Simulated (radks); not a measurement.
# Atomic calculation for Yb⁴⁺

- system: the ytterbium ion Yb⁴⁺ in the configuration [Xe] 4f12 (high spin).
- method: scalar-relativistic Kohn-Sham, SCAN, spin-polarised, spherical densities, finite nucleus (the in-house radial solver radks)

**The input**
```
Z 70
configuration [Xe] 4f12
relativity scalar-relativistic
functional scan,scan
spin polarised
nucleus finite rms 5.3108 fm
c 137.035999084
```

Energies in input and log are in hartree, lengths in bohr (the nuclear radius in fm).

Hardware: 1 thread of Intel Xeon, 108 GiB of memory available, shared host.

The run was one of a batch that the task file lists, launched with:
```bash
python <driver script> task.json out
```

**Output**
```
1s      1   1.0000       -2255.15590659
2s      1   1.0000        -384.70748544
2p      1   3.0000        -339.16031307
3s      1   1.0000         -88.77952369
3p      1   3.0000         -74.95807317
3d      1   5.0000         -58.11220537
4s      1   1.0000         -19.36014229
4p      1   3.0000         -14.78963051
4d      1   5.0000          -8.75621531
4f      1   7.0000          -2.14409006
5s      1   1.0000          -3.85878267
5p      1   3.0000          -2.73796952
1s      2   1.0000       -2255.15596919
2s      2   1.0000        -384.70540561
2p      2   3.0000        -339.15875655
3s      2   1.0000         -88.73663467
3p      2   3.0000         -74.91337291
3d      2   5.0000         -58.07582620
4s      2   1.0000         -19.26887519
4p      2   3.0000         -14.70047312
4d      2   5.0000          -8.66827145
4f      2   5.0000          -2.06012740
5s      2   1.0000          -3.84299270
5p      2   3.0000          -2.72481153
Etot -14056.913493846594
Ekin 15316.579466260773
Encl -34466.67188395649
Eh 5385.2442657475085
Exc -292.06534189838146
err 5.228057188074154e-06
it 13
```

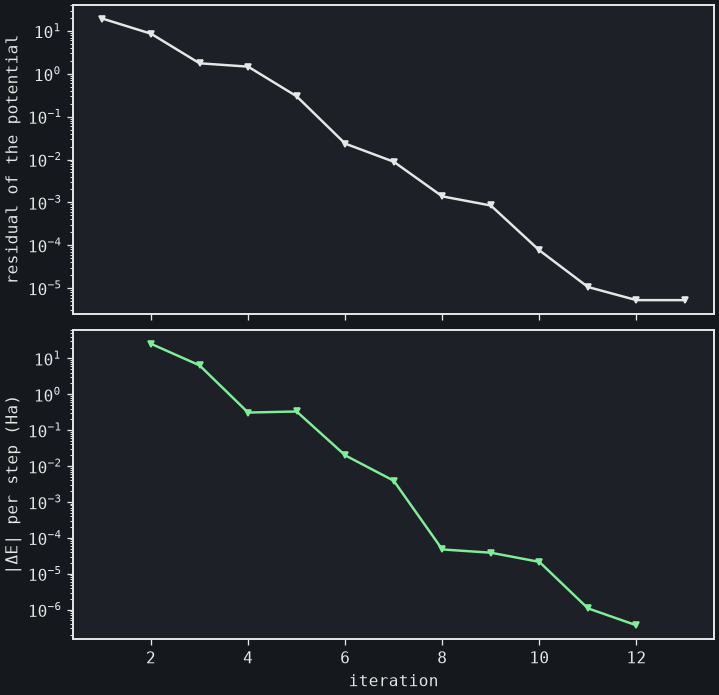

*Convergence: residual of the potential and change of the energy from step to step (the smallest changes aren't drawn) against the iteration.*

The residual falls almost steadily, with no more than small rises or pauses. It goes from 19 to 5.2×10⁻⁶ in 13 steps.

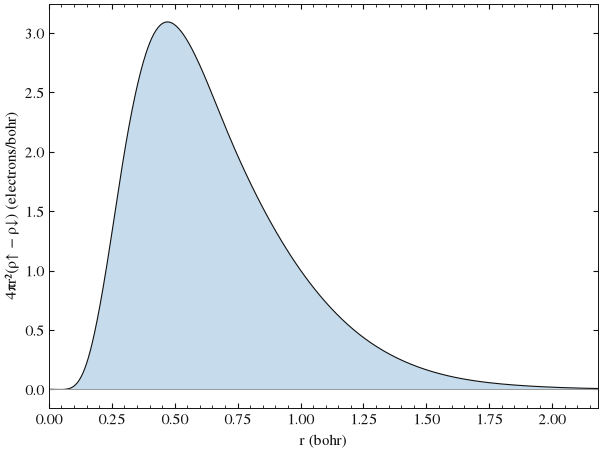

*The radial spin density.*

The curve integrates to 2 unpaired electrons, held by 4f (+2). Its largest value, 3.09 electrons/bohr, lies near r = 0.47 bohr. Regions of the opposite sign are negligible.

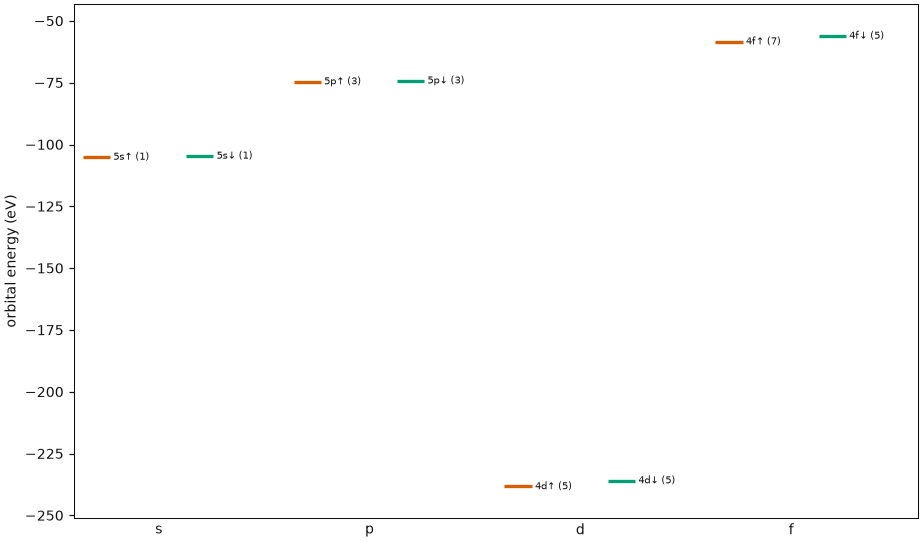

*The outer levels are drawn by angular momentum (occupations in brackets, up spins at the left of each column and down spins at the right).*

The highest occupied level is 4f down at −56.1 eV. The highest 4 occupied levels, from the top down, are 4f down (−56.1 eV), 4f up (−58.3 eV), 5p down (−74.1 eV), 5p up (−74.5 eV). The largest exchange splitting (down less up) among the shells drawn in both spins is that of 4d, 2.39 eV.

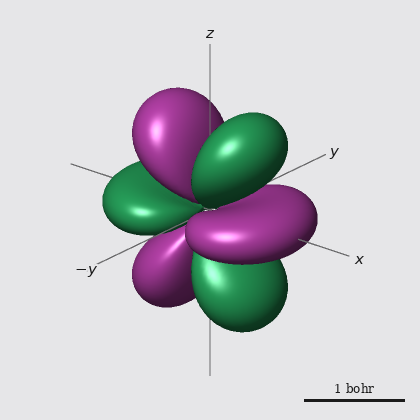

*One occupied orbital of down spin is shown. The surface of constant |ψ| that holds about 85 % of the electron is drawn, green where ψ is positive and pink where it is negative. The radial function comes from the spherical calculation and is multiplied by a real spherical harmonic; the overall sign is chosen so that the largest lobe of P(r) is positive; at the scalar-relativistic level it is the large component.*

It is 4f(xz²) of down spin. It has the nodal plane yz and two cones about z and no radial node. The maximum of P² lies at 0.478 bohr, ⟨r⟩ = 0.700 bohr, 90 % of the charge lies within 1.18 bohr, and the eigenvalue is −56.1 eV, with 5 electrons in the shell for this spin.

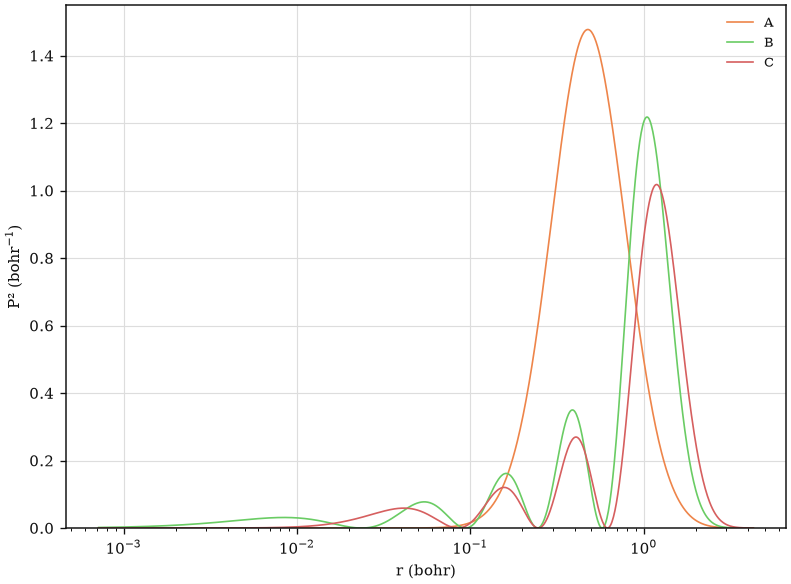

*The radial probability densities P² of 5s up, 5p up and 4f up.*

A is 4f up; B is 5s up; C is 5p up. 4f up: outer maximum at 0.477 bohr, ⟨r⟩ = 0.692 bohr, 0 nodes, eigenvalue −58.3 eV; 5s up: outer maximum at 1.05 bohr, ⟨r⟩ = 1.16 bohr, 4 nodes, eigenvalue −105.0 eV; 5p up: outer maximum at 1.19 bohr, ⟨r⟩ = 1.34 bohr, 3 nodes, eigenvalue −74.5 eV.

**Summary**

- outcome: converged
- total energy: −14056.9135 hartree
- kinetic energy: 15316.5795 hartree
- electron–nucleus energy: −34466.6719 hartree
- Hartree energy: 5385.2443 hartree
- exchange–correlation energy: −292.065342 hartree
- radius at density 0.001 e/bohr³: 2.91 bohr
- SCF iterations: 13
